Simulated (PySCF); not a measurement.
# MoO₂F: relaxation and vibrations of the doublet

The task is one start of a wider search on MoO₂F: the doublet, from a trigonal pyramidal start. It is relaxed, tested by its Hessian and followed downhill if it is a saddle.

Method: PBE0, basis Mo def2-TZVP with ECP28, O def2-TZVP, F def2-TZVP, scalar-relativistic core potentials, no spin–orbit coupling, density fitting; program: PySCF 2.14.0.

### 1 Where the work starts

4 atoms, charge 0, spin multiplicity 2.

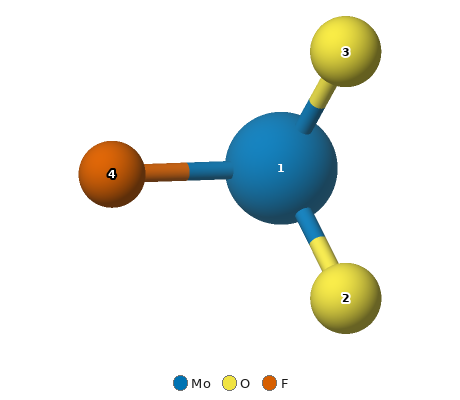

As it starts; molybdenum blue, oxygen yellow, fluorine orange; atoms are numbered from 1 in the order of the file.

Z-matrix (Å, degrees; charge 0 multiplicity 2):
```
Mo
O  1 1.7800
O  1 1.7800 2 99.75
F  1 2.0200 2 99.75 3 -101.77
```

### 2 The SCF at the typed geometry

One driver script runs all steps and calls PySCF; scf.py shows how it sets up the SCF of each step. The optimiser is the driver's own. After this first run the driver tries any further starts and a stability analysis.

File scf.py:

```python
from pyscf import gto, scf, dft
mol = gto.M(atom='''
Mo     0.000000     0.000000     0.000000
O     -0.785800     1.361100     0.835700
O     -0.785800    -1.361100     0.835700
F      1.783600     0.000000     0.948300''',
    basis={'Mo': 'def2-TZVP', 'O': 'def2-TZVP', 'F': 'def2-TZVP'},
    ecp={'Mo': 'def2-TZVP'},
    charge=0, spin=1)
mf = dft.UKS(mol, xc='PBE0')
mf.grids.atom_grid = (50, 194)
aux = {'Mo': 'def2-universal-JKFIT', 'O': 'def2-universal-JKFIT', 'F': 'def2-universal-JKFIT'}
mf = mf.density_fit(auxbasis=aux)
mf.conv_tol = 1e-08
mf.diis_space = 10
mf.max_cycle = 60
mf.init_guess = 'minao'
mf.verbose = 4
mf.kernel()
```

Started as:

```
OMP_NUM_THREADS=4 python axn.py task.json out
```

After this run come: Trigonal pyramidal start, doublet: relaxation; Hessian and properties.

Before running it: what results should come out? Wanted: minimum; geometry; wavenumbers; dipole moment; highest occupied, lowest empty level; polar-tensor charge of Mo1; zero-point energy; atomisation energy; ⟨S²⟩.

As calculated:

| quantity | value |
| --- | --- |
| minimum | doublet, Cs |
| geometry | Mo–F 1.854 Å, Mo–O 1.673 Å (×2); F–Mo–O 118.4° (×2), O–Mo–O 110.2° |
| wavenumbers (cm⁻¹) | 154 (a'), 220 (a''), 348 (a'), 698 (a'), 1026 (a''), 1071 (a') |
| dipole moment | 2.08 D |
| highest occupied, lowest empty level (either spin) | -7.65, -3.78 eV |
| polar-tensor charge of Mo1 | +2.02 e |
| zero-point energy | 21.0 kJ/mol |
| entropy at 298.15 K | 308.5 J/(mol K) |
| atomisation energy (no zero-point energy) | 1648 kJ/mol |
| ⟨S²⟩ | 0.758 |

In words: The molecule stays Cs, as typed, and the end point is a minimum. In the infrared the band at 1026 cm⁻¹ (a'', stretch) leads. Most of the spin sits on Mo1 (Mulliken spin 1.04, against 1 for the whole molecule). Only this shape and spin were tried, so other structures or states may lie lower. Open d and f shells are described by one determinant, and the ground state may have another occupation or spin.
